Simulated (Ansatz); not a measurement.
**BFH₃NSi with the probe HF: a probe moved round a molecule**

A grid of calculations on BFH₃NSi (SMILES F[SiH]1BN1) with the probe HF, to see where the energy is lowest and how it rises around there.

Method: RHF/def2-SVP; program: Ansatz 0.2.0.

### 1 Where the work starts

SMILES `F[SiH]1BN1`, 7 atoms, charge 0, spin multiplicity 1.

Atoms are counted from 1 here; the program's logs count them from 0.

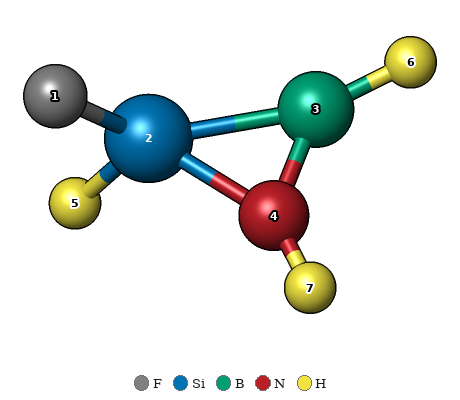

The starting geometry (fluorine grey, silicon blue, boron teal, nitrogen red, hydrogen yellow); atoms are numbered from 1 in the order of the file.

Coordinates:

```xyz
7

F    -1.3885   -1.6606   -0.6740
Si   -0.8363   -0.1290   -0.4480
B     0.2209    0.4354    1.0671
N     0.8932    0.0120   -0.0870
H    -1.3000    0.6239   -1.6560
H     0.5371    0.8212    2.1677
H     1.8736   -0.1029   -0.3697
```

This geometry comes from a loose relaxation at PBE in a small basis, which is not shown.

### 2 Geometry optimisation

input.yaml reads:

```yaml
crystal:
  periodic: [false, false, false]
  atoms:
    - { symbol: F, position_ang: [-1.388505, -1.660561, -0.674033] }
    - { symbol: Si, position_ang: [-0.83626, -0.128984, -0.448018] }
    - { symbol: B, position_ang: [0.220896, 0.435432, 1.067077] }
    - { symbol: "N", position_ang: [0.893176, 0.011952, -0.087037] }
    - { symbol: H, position_ang: [-1.300012, 0.62386, -1.656025] }
    - { symbol: H, position_ang: [0.537092, 0.821168, 2.167712] }
    - { symbol: H, position_ang: [1.873613, -0.102887, -0.369676] }
basis:
  gaussian: { orbitals: def2-SVP }
hamiltonian:
  xc: hf
output:
  forces: true
relax:
  f_tol: 0.003
  max_steps: 120
```

The run is started by

```
$ ansatz run input.yaml --threads 1 --pin off --max-ram 2560MiB --backend cpu --events-out ev --progress --plain --runs-dir out
```

Log, cut to the lines that bear on the results:

```text
Warning: RAYON_NUM_THREADS=1 ignored (pool sized by the plan → 1); use --threads N
[...]
Functional definition: HF
[...]
793 factors; integrals over basis functions are off by at most 5.2e-4 eV
[...]
mean field -12764.03586030 eV, -469.0696660920 hartree, gradient 3.1e-5 eV, S^2 0.000000; 0 other end points of the search recorded, 0 dependent functions left out
[...]
reference -12764.03586030 eV, -469.0696660920 hartree; 19, 19 occupied and 56, 56 virtual orbitals, 793 factors
relax step   1: F+E_penalty+E_count = -12764.03586030 eV  Δ(F+E_penalty+E_count) = +0.000e0 eV  max|allowed force component| = 1.117e0 eV/Å  Δτ_max = 0.0000 Å  (36 SCF iters, accepted)
[...]
relax step   7: F+E_penalty+E_count = -12764.11649644 eV  Δ(F+E_penalty+E_count) = -5.634e-6 eV  max|allowed force component| = 5.832e-3 eV/Å  Δτ_max = 0.0013 Å  (25 SCF iters, accepted)
[...]
relax step   8: F+E_penalty+E_count = -12764.11650084 eV  Δ(F+E_penalty+E_count) = -4.398e-6 eV  max|allowed force component| = 1.979e-3 eV/Å  Δτ_max = 0.0007 Å  (23 SCF iters, accepted)
793 factors; integrals over basis functions are off by at most 4.5e-4 eV
[...]
mean field -12764.11650084 eV, -469.0726295770 hartree, gradient 8.3e-5 eV, S^2 0.000000; 1 other end points of the search recorded, 0 dependent functions left out
[...]
reference -12764.11650084 eV, -469.0726295770 hartree; 19, 19 occupied and 56, 56 virtual orbitals, 793 factors
Total energy: -12764.11650084 eV, -469.0726295770 hartree
Atom 0 at    -1.361427    -1.629081    -0.672344 Å, force    -0.000116    -0.000401    -0.000201 eV/Å
Atom 1 at    -0.798507    -0.132675    -0.465833 Å, force     0.000135     0.000011     0.000886 eV/Å
Atom 2 at     0.209728     0.435839     1.053930 Å, force    -0.000609     0.000656     0.001342 eV/Å
Atom 3 at     0.881154     0.006041    -0.087904 Å, force     0.000716    -0.000122    -0.001979 eV/Å
Atom 4 at    -1.312401     0.616727    -1.617634 Å, force     0.000455     0.000118     0.000007 eV/Å
Atom 5 at     0.538953     0.816373     2.132834 Å, force    -0.000352     0.000001     0.000075 eV/Å
Atom 6 at     1.842501    -0.113243    -0.343049 Å, force    -0.000229    -0.000264    -0.000130 eV/Å
Dipole moment:     0.317993     0.255593    -0.076240 e Å
```

It took 20 s on 1 thread of Arm Neoverse N1, shared host; peak memory 0.13 GiB.

Step by step:

```
step  energy from step 1 (eV)  largest force component (eV/Å)
   1                   0.0000                          1.1168
   2                  -0.0644                          0.5732
   3                  -0.0790                          0.1273
   4                  -0.0803                          0.0875
   5                  -0.0806                          0.0289
   6                  -0.0806                          0.0091
   7                  -0.0806                          0.0058
   8                  -0.0806                          0.0020
```

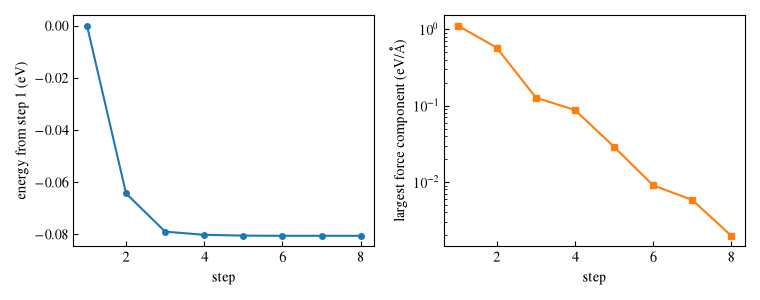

Energy and force, step by step.

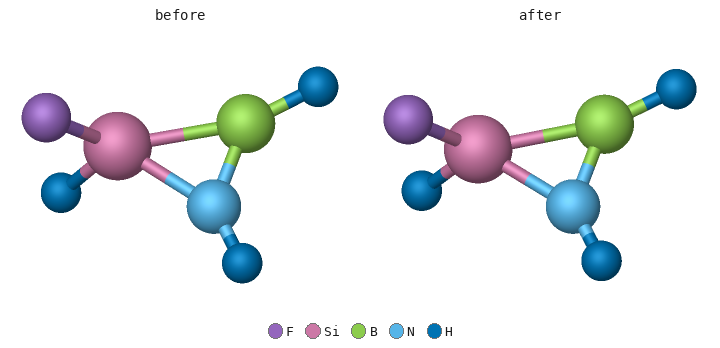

The geometry before (left) and after (right).

Close pairs (by a distance rule), those that changed most:

```
  bond  before (Å)  after (Å)  change (Å)
Si2–N4       1.772      1.727      -0.045
F1–Si2       1.644      1.612      -0.032
Si2–H5       1.497      1.467      -0.030
 N4–H7       1.027      1.002      -0.025
Si2–B3       1.932      1.910      -0.021
 B3–H6       1.208      1.190      -0.018
 B3–N4       1.401      1.393      -0.009
```

### 3 Reference run: HF, relaxed

input.yaml reads:

```yaml
crystal:
  periodic: [false, false, false]
  atoms:
    - { symbol: F, position_ang: [0.0, 0.0, 0.038811] }
    - { symbol: H, position_ang: [0.0, 0.0, 0.971189] }
basis:
  gaussian: { orbitals: def2-SVP }
hamiltonian:
  xc: hf
output:
  forces: true
relax:
  f_tol: 0.003
  max_steps: 120
```

The run is started by

```
$ ansatz run input.yaml --threads 1 --pin off --max-ram 2560MiB --backend cpu --events-out ev --progress --plain --runs-dir out
```

Log, cut to the lines that bear on the results:

```text
Warning: RAYON_NUM_THREADS=1 ignored (pool sized by the plan → 1); use --threads N
[...]
[... 1 set-up line as earlier in the session ...]
[...]
191 factors; integrals over basis functions are off by at most 3.6e-4 eV
[...]
mean field -2719.27760777 eV, -99.9316088928 hartree, gradient 2.5e-5 eV, S^2 0.000000; 0 other end points of the search recorded, 0 dependent functions left out
[...]
reference -2719.27760777 eV, -99.9316088928 hartree; 5, 5 occupied and 14, 14 virtual orbitals, 191 factors
relax step   1: F+E_penalty+E_count = -2719.27760777 eV  Δ(F+E_penalty+E_count) = +0.000e0 eV  max|allowed force component| = 2.014e0 eV/Å  Δτ_max = 0.0000 Å  (26 SCF iters, accepted)
[...]
relax step   4: F+E_penalty+E_count = -2719.31088089 eV  Δ(F+E_penalty+E_count) = -4.009e-6 eV  max|allowed force component| = 9.255e-3 eV/Å  Δτ_max = 0.0002 Å  (14 SCF iters, accepted)
[...]
relax step   5: F+E_penalty+E_count = -2719.31088150 eV  Δ(F+E_penalty+E_count) = -6.032e-7 eV  max|allowed force component| = 7.587e-6 eV/Å  Δτ_max = 0.0001 Å  (14 SCF iters, accepted)
191 factors; integrals over basis functions are off by at most 3.2e-4 eV
mean field -2719.31088150 eV, -99.9328316799 hartree, gradient 5.3e-6 eV, S^2 0.000000; 1 other end points of the search recorded, 0 dependent functions left out
[...]
reference -2719.31088150 eV, -99.9328316799 hartree; 5, 5 occupied and 14, 14 virtual orbitals, 191 factors
Total energy: -2719.31088150 eV, -99.9328316799 hartree
Atom 0 at     0.000000     0.000000     0.054708 Å, force    -0.000000     0.000000     0.000008 eV/Å
Atom 1 at    -0.000000    -0.000000     0.955292 Å, force     0.000000    -0.000000    -0.000008 eV/Å
Dipole moment:     0.000000    -0.000000     0.406840 e Å
```

It took 0.78 s on 1 thread of Arm Neoverse N1, shared host; peak memory 0.072 GiB.

The steps of the relaxation:

```
step  energy from step 1 (eV)  largest force component (eV/Å)
   1                   0.0000                          2.0141
   2                  -0.0326                          0.3012
   3                  -0.0333                          0.0256
   4                  -0.0333                          0.0093
   5                  -0.0333                          0.0000
```

The bond:

```
 bond  before (Å)  after (Å)  change (Å)
F1–H2       0.932      0.901      -0.032
```

### 4 The grid

The probe is moved over a plane parallel to the molecule's main plane, 5.04 Å above it (x and y are the axes of that plane, centred on the molecule).

The axes are (1) x of the probe's F atom: 21 values from −3.70 Å; (2) y of the probe's F atom: 17 values from −2.96 Å.

Nothing else is relaxed (molecule and probe rigid, the probe upright with F nearest the plane). Energies count from molecule and probe far apart, each relaxed in its own basis (no counterpoise correction). Points are written as (first, second).

The probe HF moves over a plane: parallel to the molecule's main plane, 5.04 Å above it. The molecule is turned into the frame of its main axes, as the inputs below show.

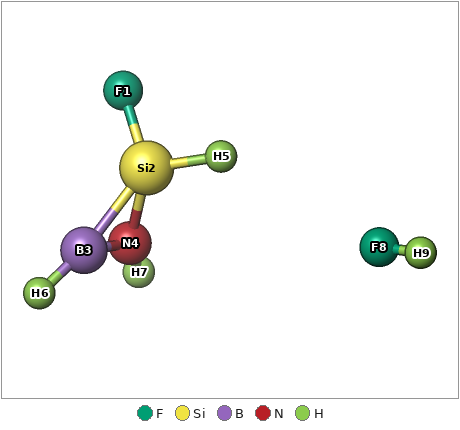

The geometry at (−0.37 Å, −1.11 Å).

Below, 3 of the grid's runs; all are launched alike.

### 5 Point (−0.37 Å, −1.11 Å)

input.yaml reads:

```yaml
crystal:
  periodic: [false, false, false]
  atoms:
    - { symbol: F, position_ang: [1.786406, 0.012023, -0.299203] }
    - { symbol: Si, position_ang: [0.422644, 0.124099, 0.553057] }
    - { symbol: B, position_ang: [-1.271071, 0.605257, -0.188053] }
    - { symbol: "N", position_ang: [-0.937979, -0.741379, -0.065802] }
    - { symbol: H, position_ang: [0.831971, -0.130078, 1.938763] }
    - { symbol: H, position_ang: [-2.205045, 1.207623, -0.614758] }
    - { symbol: H, position_ang: [-1.383872, -1.60683, -0.301788] }
    - { symbol: F, position_ang: [-0.37, -1.11, 5.04] }
    - { symbol: H, position_ang: [-0.37, -1.11, 5.940583] }
basis:
  gaussian: { orbitals: def2-SVP }
hamiltonian:
  xc: hf
output:
  forces: true
```

The run is started by

```
$ ansatz run input.yaml --threads 1 --pin off --max-ram 2560MiB --backend cpu --events-out ev --progress --plain --runs-dir out
```

Log, cut to the lines that bear on the results:

```text
Warning: RAYON_NUM_THREADS=1 ignored (pool sized by the plan → 1); use --threads N
[...]
[... 1 set-up line as earlier in the session ...]
[...]
916 factors; integrals over basis functions are off by at most 1.4e-3 eV
[...]
mean field -15483.44272865 eV, -569.0060252235 hartree, gradient 2.5e-5 eV, S^2 0.000000; 0 other end points of the search recorded, 0 dependent functions left out
[...]
reference -15483.44272865 eV, -569.0060252235 hartree; 24, 24 occupied and 70, 70 virtual orbitals, 916 factors
Total energy: -15483.44272865 eV, -569.0060252235 hartree
Atom 0 at     1.786406     0.012023    -0.299203 Å, force     0.027763     0.004541    -0.043308 eV/Å
Atom 1 at     0.422644     0.124099     0.553057 Å, force    -0.020038    -0.024111     0.112036 eV/Å
Atom 2 at    -1.271071     0.605257    -0.188053 Å, force     0.019742    -0.013809    -0.005449 eV/Å
Atom 3 at    -0.937979    -0.741379    -0.065802 Å, force    -0.014000     0.014155    -0.044961 eV/Å
Atom 4 at     0.831971    -0.130078     1.938763 Å, force    -0.005911     0.011574    -0.017138 eV/Å
Atom 5 at    -2.205045     1.207623    -0.614758 Å, force    -0.010678     0.001089    -0.003036 eV/Å
Atom 6 at    -1.383872    -1.606830    -0.301788 Å, force     0.000371     0.002567     0.018174 eV/Å
Atom 7 at    -0.370000    -1.110000     5.040000 Å, force    -0.003606     0.000892    -0.029201 eV/Å
Atom 8 at    -0.370000    -1.110000     5.940583 Å, force     0.006358     0.003101     0.012884 eV/Å
Dipole moment:    -0.324356    -0.218195     0.576662 e Å
```

Wall time 2.2 s (1 thread of Arm Neoverse N1, shared host); peak memory 0.14 GiB.

Energy on the map's scale: −124 cm⁻¹.

### 6 The run at (0.37 Å, 0.00 Å)

Edit input.yaml of step 5 so:

```diff
@@ -10,4 +10,4 @@
     - { symbol: H, position_ang: [-1.383872, -1.60683, -0.301788] }
-    - { symbol: F, position_ang: [-0.37, -1.11, 5.04] }
-    - { symbol: H, position_ang: [-0.37, -1.11, 5.940583] }
+    - { symbol: F, position_ang: [0.37, 0.0, 5.04] }
+    - { symbol: H, position_ang: [0.37, 0.0, 5.940583] }
 basis:
```

The run is started by

```
$ ansatz run input.yaml --threads 1 --pin off --max-ram 2560MiB --backend cpu --events-out ev --progress --plain --runs-dir out
```

Log, cut to the lines that bear on the results:

```text
Warning: RAYON_NUM_THREADS=1 ignored (pool sized by the plan → 1); use --threads N
[...]
[... 1 set-up line as earlier in the session ...]
[...]
916 factors; integrals over basis functions are off by at most 1.4e-3 eV
[...]
mean field -15483.44594583 eV, -569.0061434526 hartree, gradient 2.5e-5 eV, S^2 0.000000; 0 other end points of the search recorded, 0 dependent functions left out
[...]
reference -15483.44594583 eV, -569.0061434526 hartree; 24, 24 occupied and 70, 70 virtual orbitals, 916 factors
Total energy: -15483.44594583 eV, -569.0061434526 hartree
Atom 0 at     1.786406     0.012023    -0.299203 Å, force     0.028023     0.003097    -0.055926 eV/Å
Atom 1 at     0.422644     0.124099     0.553057 Å, force     0.001618    -0.005221     0.146031 eV/Å
Atom 2 at    -1.271071     0.605257    -0.188053 Å, force     0.029493    -0.003436    -0.009117 eV/Å
Atom 3 at    -0.937979    -0.741379    -0.065802 Å, force    -0.032388    -0.011717    -0.046258 eV/Å
Atom 4 at     0.831971    -0.130078     1.938763 Å, force    -0.011548     0.014692    -0.026343 eV/Å
Atom 5 at    -2.205045     1.207623    -0.614758 Å, force    -0.014161    -0.001352    -0.003922 eV/Å
Atom 6 at    -1.383872    -1.606830    -0.301788 Å, force    -0.000661     0.004267     0.012543 eV/Å
Atom 7 at     0.370000     0.000000     5.040000 Å, force    -0.007207    -0.001215    -0.031571 eV/Å
Atom 8 at     0.370000     0.000000     5.940583 Å, force     0.006832     0.000884     0.014563 eV/Å
Dipole moment:    -0.317203    -0.211684     0.587208 e Å
```

Run time: 2.2 s. Hardware: 1 thread of Arm Neoverse N1, shared host; peak memory 0.14 GiB.

That is −150 cm⁻¹ from the zero.

### 7 The run at (−0.74 Å, 0.00 Å)

Edit input.yaml of step 6 so:

```diff
@@ -10,4 +10,4 @@
     - { symbol: H, position_ang: [-1.383872, -1.60683, -0.301788] }
-    - { symbol: F, position_ang: [0.37, 0.0, 5.04] }
-    - { symbol: H, position_ang: [0.37, 0.0, 5.940583] }
+    - { symbol: F, position_ang: [-0.74, 0.0, 5.04] }
+    - { symbol: H, position_ang: [-0.74, 0.0, 5.940583] }
 basis:
```

The run is started by

```
$ ansatz run input.yaml --threads 1 --pin off --max-ram 2560MiB --backend cpu --events-out ev --progress --plain --runs-dir out
```

Log, cut to the lines that bear on the results:

```text
Warning: RAYON_NUM_THREADS=1 ignored (pool sized by the plan → 1); use --threads N
[...]
[... 1 set-up line as earlier in the session ...]
[...]
916 factors; integrals over basis functions are off by at most 1.4e-3 eV
[...]
mean field -15483.44335243 eV, -569.0060481468 hartree, gradient 2.5e-5 eV, S^2 0.000000; 0 other end points of the search recorded, 0 dependent functions left out
[...]
reference -15483.44335243 eV, -569.0060481468 hartree; 24, 24 occupied and 70, 70 virtual orbitals, 916 factors
Total energy: -15483.44335243 eV, -569.0060481468 hartree
Atom 0 at     1.786406     0.012023    -0.299203 Å, force     0.032528    -0.000533    -0.044067 eV/Å
Atom 1 at     0.422644     0.124099     0.553057 Å, force    -0.032160    -0.002355     0.114588 eV/Å
Atom 2 at    -1.271071     0.605257    -0.188053 Å, force     0.022093    -0.004895    -0.002756 eV/Å
Atom 3 at    -0.937979    -0.741379    -0.065802 Å, force    -0.011177    -0.006537    -0.044528 eV/Å
Atom 4 at     0.831971    -0.130078     1.938763 Å, force    -0.003976     0.009861    -0.019319 eV/Å
Atom 5 at    -2.205045     1.207623    -0.614758 Å, force    -0.009192     0.000326    -0.003399 eV/Å
Atom 6 at    -1.383872    -1.606830    -0.301788 Å, force    -0.002690     0.004724     0.016771 eV/Å
Atom 7 at    -0.740000     0.000000     5.040000 Å, force    -0.001103    -0.002549    -0.030389 eV/Å
Atom 8 at    -0.740000     0.000000     5.940583 Å, force     0.005678     0.001959     0.013099 eV/Å
Dipole moment:    -0.327276    -0.211003     0.577714 e Å
```

Wall time 2.2 s (1 thread of Arm Neoverse N1, shared host); peak memory 0.14 GiB.

Energy on the map's scale: −129 cm⁻¹.

### 8 Energy over the grid

357 points were computed. Energies in cm⁻¹, from molecule and probe far apart, each relaxed in its own basis (no counterpoise correction); the table lists every other line.

| y of the probe's F atom (Å) ↓, x of the probe's F atom (Å) → | −3.70 | −2.96 | −2.22 | −1.48 | −0.74 | 0.00 | 0.74 | 1.48 | 2.22 | 2.96 | 3.70 |
| --- | --- | --- | --- | --- | --- | --- | --- | --- | --- | --- | --- |
| 2.96 | −16 | −20 | −25 | −30 | −35 | −39 | −38 | −32 | −19 | −5 | 7 |
| 2.22 | −27 | −34 | −41 | −50 | −59 | −66 | −66 | −53 | −32 | −10 | 7 |
| 1.48 | −38 | −48 | −59 | −72 | −88 | −102 | −103 | −85 | −51 | −16 | 8 |
| 0.74 | −48 | −59 | −73 | −91 | −116 | −135 | −135 | −114 | −71 | −23 | 10 |
| 0.00 | −55 | −67 | −81 | −101 | −129 | −148 | −146 | −125 | −80 | −25 | 12 |
| −0.74 | −60 | −70 | −82 | −99 | −123 | −141 | −139 | −116 | −72 | −19 | 15 |
| −1.48 | −62 | −71 | −80 | −90 | −104 | −115 | −113 | −90 | −49 | −9 | 17 |
| −2.22 | −63 | −71 | −77 | −81 | −84 | −85 | −77 | −56 | −28 | −2 | 15 |
| −2.96 | −62 | −69 | −74 | −75 | −73 | −66 | −54 | −38 | −19 | −2 | 11 |

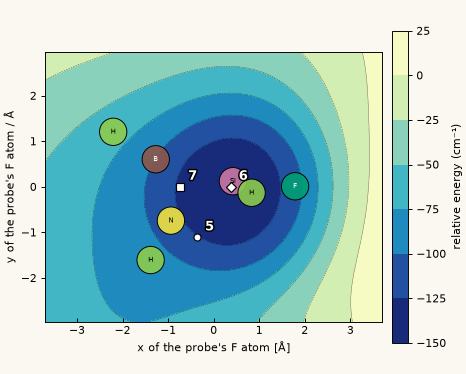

The map; numbers mark the steps of this session that print a point's run. Drawn: filled contours, labelled circles for the molecule's atoms, projected on the plane. Between grid points the surface is interpolated.

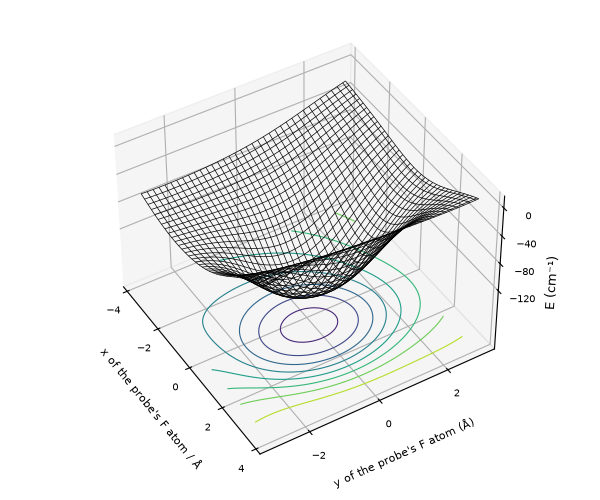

The same map in relief. The picture shows a relief with its contours projected below, any walls above the top of the colour scale cut off. Between grid points the surface is interpolated.

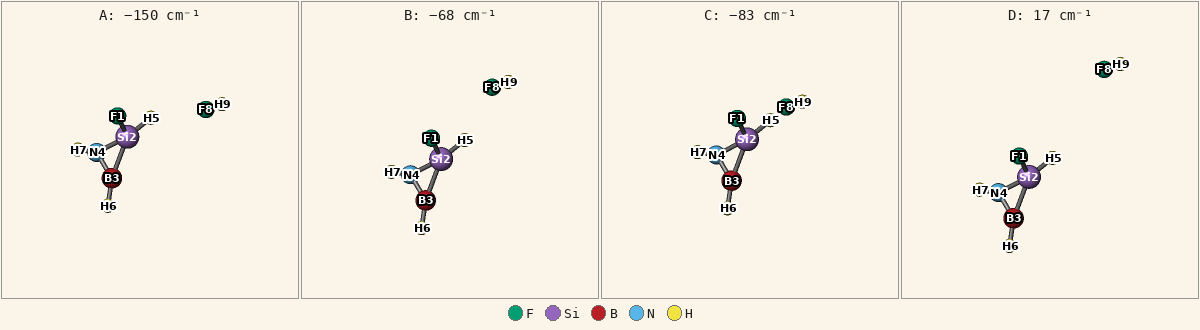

Structures on the grid, at one scale: A at (0.37 Å, 0.00 Å); B at (1.11 Å, −2.22 Å); C at (−1.11 Å, −2.22 Å); D at (3.70 Å, −1.48 Å).

The largest force on an atom (eV/Å) at each point:

```
y of the probe's F atom (Å) ↓, x of the probe's F atom (Å) →  −3.70  −2.96  −2.22  −1.48  −0.74   0.00   0.74   1.48   2.22   2.96   3.70
                                                        2.96  0.034  0.041  0.048  0.056  0.062  0.067  0.067  0.063  0.057  0.050  0.043
                                                        2.22  0.039  0.047  0.057  0.067  0.078  0.085  0.087  0.082  0.073  0.062  0.052
                                                        1.48  0.043  0.052  0.064  0.079  0.095  0.107  0.112  0.105  0.091  0.075  0.061
                                                        0.74  0.046  0.057  0.071  0.090  0.111  0.129  0.136  0.127  0.107  0.085  0.067
                                                        0.00  0.047  0.059  0.074  0.095  0.119  0.140  0.148  0.137  0.114  0.089  0.070
                                                       −0.74  0.047  0.058  0.073  0.092  0.114  0.133  0.140  0.130  0.109  0.086  0.067
                                                       −1.48  0.044  0.054  0.067  0.082  0.098  0.112  0.116  0.109  0.093  0.075  0.061
                                                       −2.22  0.040  0.048  0.058  0.068  0.079  0.086  0.089  0.084  0.074  0.062  0.052
                                                       −2.96  0.035  0.041  0.048  0.054  0.060  0.064  0.065  0.062  0.057  0.050  0.043
```

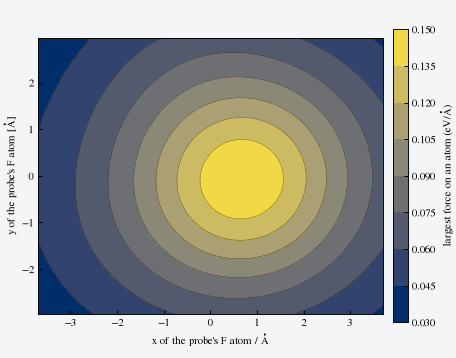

The largest force on an atom over the grid. In the figure: filled contours.

On the same grid, dipole moment (D):

| y of the probe's F atom (Å) ↓, x of the probe's F atom (Å) → | −3.70 | −2.96 | −2.22 | −1.48 | −0.74 | 0.00 | 0.74 | 1.48 | 2.22 | 2.96 | 3.70 |
| --- | --- | --- | --- | --- | --- | --- | --- | --- | --- | --- | --- |
| 2.96 | 3.253 | 3.257 | 3.260 | 3.262 | 3.262 | 3.260 | 3.255 | 3.247 | 3.240 | 3.233 | 3.228 |
| 2.22 | 3.261 | 3.268 | 3.274 | 3.279 | 3.282 | 3.281 | 3.275 | 3.264 | 3.251 | 3.240 | 3.231 |
| 1.48 | 3.269 | 3.279 | 3.288 | 3.298 | 3.306 | 3.310 | 3.304 | 3.288 | 3.267 | 3.249 | 3.236 |
| 0.74 | 3.276 | 3.288 | 3.301 | 3.316 | 3.331 | 3.341 | 3.337 | 3.315 | 3.285 | 3.259 | 3.242 |
| 0.00 | 3.280 | 3.293 | 3.308 | 3.326 | 3.346 | 3.362 | 3.359 | 3.335 | 3.299 | 3.267 | 3.246 |
| −0.74 | 3.281 | 3.294 | 3.309 | 3.326 | 3.345 | 3.360 | 3.358 | 3.335 | 3.300 | 3.268 | 3.248 |
| −1.48 | 3.279 | 3.290 | 3.303 | 3.316 | 3.329 | 3.339 | 3.336 | 3.317 | 3.289 | 3.264 | 3.247 |
| −2.22 | 3.274 | 3.283 | 3.293 | 3.302 | 3.309 | 3.312 | 3.307 | 3.293 | 3.275 | 3.257 | 3.244 |
| −2.96 | 3.268 | 3.275 | 3.282 | 3.287 | 3.290 | 3.289 | 3.284 | 3.275 | 3.263 | 3.251 | 3.242 |

### 9 Summary of results

```
                       quantity                                                                               value
                   lowest point                                                         (0.37 Å, 0.00 Å), −150 cm⁻¹
         highest computed point                                        (3.70 Å, −1.48 Å), 166 cm⁻¹ above the lowest
largest force on an atom (eV/Å)  0.034 at (−3.70 Å, 2.96 Å) to 0.148 at (0.74 Å, 0.00 Å); 0.146 at the lowest point
              dipole moment (D)  3.228 at (3.70 Å, 2.96 Å) to 3.366 at (0.37 Å, −0.37 Å); 3.363 at the lowest point
        time for the whole task                                                     14 min on 1 thread, shared host
```

In words: The lowest computed point is at (0.37 Å, 0.00 Å), −150 cm⁻¹ from molecule and probe far apart, each relaxed in its own basis (no counterpoise correction). The grid shows no well of another kind. The highest computed point, (3.70 Å, −1.48 Å), lies 166 cm⁻¹ above the lowest. Near the minimum the curvatures are about 0.0042 and 0.0049 eV/Å² along the soft and the stiff direction. No counterpoise correction was made, so wells between separate parts tend to come out somewhat too deep.
